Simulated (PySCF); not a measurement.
# CH₃NO₂Si: electronic excitations at several levels of theory, part 2 of 2

PySCF 2.14.0. Atoms count from 0. The steps go on from the part before.

## 8. Excited states and response: PBE0/aug-cc-pVDZ

Job settings and geometry (Å):

```
{"job": {"kind": "uv", "xc": "PBE0", "basis": "aug-cc-pVDZ"}, "charge": 0, "multiplicity": 1}
N      2.478950     0.838482    -0.365233
C      1.439092     0.449709    -0.029768
Si    -0.262628    -0.148773     0.464958
O     -0.483329    -1.683541    -0.075722
O     -1.311338     0.934412    -0.200462
H     -0.364757    -0.204779     1.931974
H     -0.484623    -1.841536    -1.024784
H     -0.957233     1.635341    -0.755108
```

Level: TDDFT PBE0/aug-cc-pVDZ, vertical, gas phase, core orbitals frozen in the response.

Standard output:

```text
coarse grid: 7808 points
cycle   1  E = -534.1432337832  dE =  6.195e-01  |g| = 9.369e-01  |ddm| = 6.678e+00
cycle   2  E = -533.7993820359  dE =  3.439e-01  |g| = 1.609e+00  |ddm| = 3.208e+00
cycle   3  E = -534.3019582994  dE = -5.026e-01  |g| = 2.228e-01  |ddm| = 2.070e+00
cycle   4  E = -534.3102505797  dE = -8.292e-03  |g| = 1.134e-01  |ddm| = 3.692e-01
cycle   5  E = -534.3130395913  dE = -2.789e-03  |g| = 1.648e-02  |ddm| = 1.530e-01
cycle   6  E = -534.3131125117  dE = -7.292e-05  |g| = 2.114e-03  |ddm| = 3.320e-02
cycle   7  E = -534.3131133652  dE = -8.535e-07  |g| = 9.962e-04  |ddm| = 4.464e-03
final grid: 72664 points
cycle   8  E = -534.3213929679  dE = -1.402e-05  |g| = 6.047e-03  |ddm| = 5.285e-02
cycle   9  E = -534.3213833267  dE =  9.641e-06  |g| = 9.316e-03  |ddm| = 2.084e-02
cycle  10  E = -534.3214003598  dE = -1.703e-05  |g| = 1.238e-03  |ddm| = 1.223e-02
cycle  11  E = -534.3214006720  dE = -3.121e-07  |g| = 4.687e-04  |ddm| = 1.981e-03
cycle  12  E = -534.3214007175  dE = -4.553e-08  |g| = 8.139e-05  |ddm| = 6.306e-04
cycle  13  E = -534.3214007190  dE = -1.523e-09  |g| = 2.521e-05  |ddm| = 1.389e-04
cycle  14  E = -534.3214007191  dE = -1.122e-10  |g| = 9.276e-06  |ddm| = 4.549e-05
converged SCF energy = -534.3214007191

Static polarisability (au): isotropic 47.665, principal 41.530 43.280 58.185

Singlet excitations
state   eV       nm        f      main configurations
  1   6.9485    178.4   0.00033   H-2->L 0.35, H->L 0.28, H-1->L+1 0.15
  2   7.2679    170.6   0.00104   H-1->L+1 0.45, H->L 0.31
  3   7.2908    170.1   0.00059   H-1->L 0.33, H->L+1 0.21, H-2->L+1 0.17
  4   7.4343    166.8   0.01181   H-2->L 0.46, H->L 0.27, H-1->L+1 0.08
  5   7.5725    163.7   0.01124   H->L+1 0.57, H-2->L+1 0.31
  6   7.7986    159.0   0.01764   H-3->L 0.70, H-3->L+1 0.11, H-1->L 0.08
  7   8.0747    153.5   0.01542   H-3->L+1 0.66
  8   8.2446    150.4   0.05305   H-4->L 0.49, H->L+2 0.20, H-1->L 0.09
  9   8.4980    145.9   0.03061   H->L+2 0.62, H-4->L 0.19
 10   8.5932    144.3   0.06891   H-2->L+2 0.22, H-4->L+1 0.13, H-5->L 0.10

Triplet excitations (Tamm-Dancoff, eV): 5.6978 6.2168 6.2268 6.6382
```

Run time: 12 s. Hardware: 1 thread of Arm Neoverse V1, shared host; peak memory 0.62 GiB.

Key values: HOMO -9.77 eV, LUMO -1.04 eV; lowest singlet 6.95 eV.

## 9. Ultraviolet spectrum: PBE0/def2-TZVPD

Settings changed since step 8:

```diff
@@ -1,2 +1,2 @@
-{"job": {"kind": "uv", "xc": "PBE0", "basis": "aug-cc-pVDZ"}, "charge": 0, "multiplicity": 1}
+{"job": {"kind": "uv", "xc": "PBE0", "basis": "def2-TZVPD"}, "charge": 0, "multiplicity": 1}
 N      2.478950     0.838482    -0.365233
```

With the program's defaults for keys left out, this is: TDDFT PBE0/def2-TZVPD, vertical, gas phase, core orbitals frozen in the response.

Standard output:

```text
coarse grid: 7808 points
cycle   1  E = -534.2439757461  dE =  5.781e-01  |g| = 1.002e+00  |ddm| = 2.427e+00
cycle   2  E = -533.8762755391  dE =  3.677e-01  |g| = 1.712e+00  |ddm| = 1.691e+00
cycle   3  E = -534.4112284329  dE = -5.350e-01  |g| = 2.364e-01  |ddm| = 1.090e+00
cycle   4  E = -534.4195406139  dE = -8.312e-03  |g| = 1.324e-01  |ddm| = 1.718e-01
cycle   5  E = -534.4231982568  dE = -3.658e-03  |g| = 2.037e-02  |ddm| = 9.027e-02
cycle   6  E = -534.4232932940  dE = -9.504e-05  |g| = 2.687e-03  |ddm| = 1.541e-02
cycle   7  E = -534.4232945692  dE = -1.275e-06  |g| = 1.225e-03  |ddm| = 2.458e-03
final grid: 72664 points
cycle   8  E = -534.4185795926  dE = -2.832e-05  |g| = 6.895e-03  |ddm| = 4.056e-02
cycle   9  E = -534.4185679603  dE =  1.163e-05  |g| = 1.046e-02  |ddm| = 1.005e-02
cycle  10  E = -534.4185874707  dE = -1.951e-05  |g| = 1.539e-03  |ddm| = 6.147e-03
cycle  11  E = -534.4185878814  dE = -4.107e-07  |g| = 6.995e-04  |ddm| = 1.026e-03
cycle  12  E = -534.4185879761  dE = -9.470e-08  |g| = 1.285e-04  |ddm| = 4.169e-04
cycle  13  E = -534.4185879799  dE = -3.774e-09  |g| = 2.472e-05  |ddm| = 1.198e-04
cycle  14  E = -534.4185879800  dE = -7.776e-11  |g| = 1.462e-05  |ddm| = 2.132e-05
converged SCF energy = -534.4185879800

Static polarisability (au): isotropic 47.559, principal 41.587 43.228 57.863

Singlet excitations
state   eV       nm        f      main configurations
  1   6.9061    179.5   0.00024   H-2->L 0.34, H->L 0.32, H-1->L+1 0.16
  2   7.2343    171.4   0.00101   H-1->L 0.24, H-1->L+1 0.22, H-2->L+1 0.17
  3   7.2470    171.1   0.00015   H-1->L+1 0.41, H-1->L 0.17, H->L 0.14
  4   7.4240    167.0   0.00899   H-2->L 0.49, H->L 0.31
  5   7.5776    163.6   0.00955   H->L+1 0.53, H-2->L+1 0.36
  6   7.8238    158.5   0.01713   H-3->L 0.73, H-3->L+1 0.11
  7   8.0728    153.6   0.01568   H-3->L+1 0.69
  8   8.2818    149.7   0.05464   H-4->L 0.64, H->L+2 0.10, H-1->L 0.08
  9   8.5891    144.4   0.01254   H->L+2 0.64, H-4->L 0.16, H-4->L+1 0.10
 10   8.6351    143.6   0.07360   H-4->L+1 0.34, H-5->L 0.21, H-2->L+2 0.08

Triplet excitations (Tamm-Dancoff, eV): 5.6595 6.1618 6.1735 6.5919
```

Run time: 26 s. Hardware: 1 thread of Arm Neoverse V1, shared host; peak memory 0.81 GiB.

Key values: HOMO -9.81 eV, LUMO -1.04 eV; lowest singlet 6.91 eV.

## 10. TDDFT and polarisability: PBE0/6-31+G*

Settings changed since step 9:

```diff
@@ -1,2 +1,2 @@
-{"job": {"kind": "uv", "xc": "PBE0", "basis": "def2-TZVPD"}, "charge": 0, "multiplicity": 1}
+{"job": {"kind": "uv", "xc": "PBE0", "basis": "6-31+G*"}, "charge": 0, "multiplicity": 1}
 N      2.478950     0.838482    -0.365233
```

Level: TDDFT PBE0/6-31+G*, vertical, gas phase, core orbitals frozen in the response.

Standard output:

```text
coarse grid: 7808 points
cycle   1  E = -534.1587428514  dE =  6.030e-01  |g| = 9.128e-01  |ddm| = 3.111e+00
cycle   2  E = -533.8463775892  dE =  3.124e-01  |g| = 1.545e+00  |ddm| = 2.476e+00
cycle   3  E = -534.3119175450  dE = -4.655e-01  |g| = 2.180e-01  |ddm| = 1.705e+00
cycle   4  E = -534.3198888470  dE = -7.971e-03  |g| = 1.106e-01  |ddm| = 2.272e-01
cycle   5  E = -534.3225717565  dE = -2.683e-03  |g| = 1.463e-02  |ddm| = 9.767e-02
cycle   6  E = -534.3226300975  dE = -5.834e-05  |g| = 2.072e-03  |ddm| = 1.800e-02
cycle   7  E = -534.3226311231  dE = -1.026e-06  |g| = 6.512e-04  |ddm| = 3.384e-03
final grid: 72664 points
cycle   8  E = -534.2708435628  dE = -1.106e-05  |g| = 5.928e-03  |ddm| = 1.847e-02
cycle   9  E = -534.2708338134  dE =  9.749e-06  |g| = 9.192e-03  |ddm| = 1.314e-02
cycle  10  E = -534.2708507577  dE = -1.694e-05  |g| = 1.541e-03  |ddm| = 7.982e-03
cycle  11  E = -534.2708512706  dE = -5.130e-07  |g| = 4.188e-04  |ddm| = 1.378e-03
cycle  12  E = -534.2708513075  dE = -3.693e-08  |g| = 6.247e-05  |ddm| = 3.615e-04
cycle  13  E = -534.2708513085  dE = -9.849e-10  |g| = 1.609e-05  |ddm| = 7.651e-05
converged SCF energy = -534.2708513085

Static polarisability (au): isotropic 42.840, principal 36.356 37.839 54.326

Singlet excitations
state   eV       nm        f      main configurations
  1   6.9762    177.7   0.00049   H-2->L 0.32, H->L 0.29, H-1->L+1 0.15
  2   7.2977    169.9   0.00113   H-1->L+1 0.45, H->L 0.29, H-2->L+1 0.09
  3   7.3187    169.4   0.00061   H-1->L 0.32, H->L+1 0.24, H-2->L+1 0.13
  4   7.4890    165.6   0.01395   H-2->L 0.47, H->L 0.28
  5   7.6042    163.0   0.01237   H->L+1 0.54, H-2->L+1 0.34
  6   7.8437    158.1   0.01793   H-3->L 0.70, H-3->L+1 0.11, H-1->L 0.09
  7   8.1034    153.0   0.01644   H-3->L+1 0.65
  8   8.3066    149.3   0.05350   H-4->L 0.57, H->L+2 0.14, H-1->L 0.10
  9   8.5983    144.2   0.03004   H->L+2 0.67, H-4->L 0.17
 10   8.6454    143.4   0.06818   H-4->L+1 0.38, H-5->L 0.15, H-2->L+2 0.09

Triplet excitations (Tamm-Dancoff, eV): 5.7137 6.2416 6.2518 6.6635
```

Run time: 7 s. Hardware: 1 thread of Arm Neoverse V1, shared host; peak memory 0.47 GiB.

This run: HOMO -9.80 eV, LUMO -1.02 eV; lowest singlet 6.98 eV.

## 11. Comparing the runs: electronic excitations

Excitations and ground-state properties, with basis size and wall time:

```
              run  lowest singlet (eV)  brightest (eV)      f  gap (eV)  α (Å³)  μ (D)  functions     time
wB97X-D/def2-SVPD                 7.04            9.25  0.087     12.60    6.91   2.21        134     62 s
LC-wPBE/def2-SVPD                 7.11            9.61  0.078     13.89    6.77   2.21        134  1.7 min
      PBE0/6-31G*                 7.07            8.56  0.049      9.06    5.40   2.25         80    5.1 s
    PBE0/def2-SVP                 7.09            8.51  0.042      9.00    5.48   2.28         89    5.5 s
   PBE0/def2-TZVP                 6.93            8.38  0.049      8.87    6.44   2.31        179     15 s
 PBE0/aug-cc-pVDZ                 6.95            8.59  0.069      8.73    7.06   2.26        146     12 s
  PBE0/def2-TZVPD                 6.91            8.64  0.074      8.77    7.05   2.28        224     26 s
     PBE0/6-31+G*                 6.98            8.65  0.068      8.78    6.35   2.19        100      7 s
```

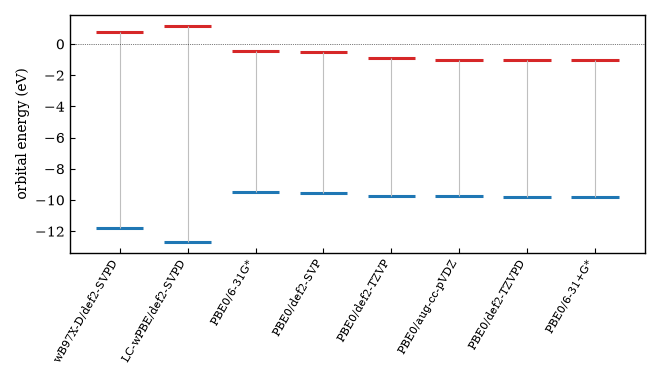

HOMO (blue) and LUMO (red) run by run.

## 12. Results

This closing draws on all 2 parts.

| quantity | value |
| --- | --- |
| point group | C1 |
| rotational constants (main isotopes) | 6.42, 2.99, 2.27 GHz |
| lowest singlet (wB97X-D/def2-SVPD) | 7.04 eV (176 nm), f = 0.000 |
| brightest single state of those computed | state 10, 9.25 eV, f = 0.087 |
| lowest triplet | 5.87 eV |
| vertical ionisation energy (ΔSCF) | 12.27 eV |
| range of the lowest singlet | 6.91 to 7.11 eV |

What this shows: Single values in the summary come from the first run of each kind that ended normally (wB97X-D/def2-SVPD), which need not be the best level. Relaxing lowered the energy by 0.107 eV in 17 steps; the close pair that moved most is Si2–O3, from 1.591 to 1.642 Å. The first singlet state (HOMO−2→LUMO 0.32, HOMO−1→LUMO+1 0.19) lies at 7.04 eV and is dark; of the 10 states computed, the strongest absorption comes from state 10 at 9.25 eV (the last computed, so partners may be missing). The lowest triplet lies 1.17 eV below the lowest singlet (triplets in Tamm-Dancoff, singlets in full TDDFT). ΔSCF puts the ionisation energy at 12.27 eV, 0.46 eV above −ε(HOMO). The lowest singlet runs from 6.91 eV (PBE0/def2-TZVPD) to 7.11 eV (LC-wPBE/def2-SVPD), while the orbital gap spans 8.73 to 13.89 eV. The lowest state need not be the same one in every run.
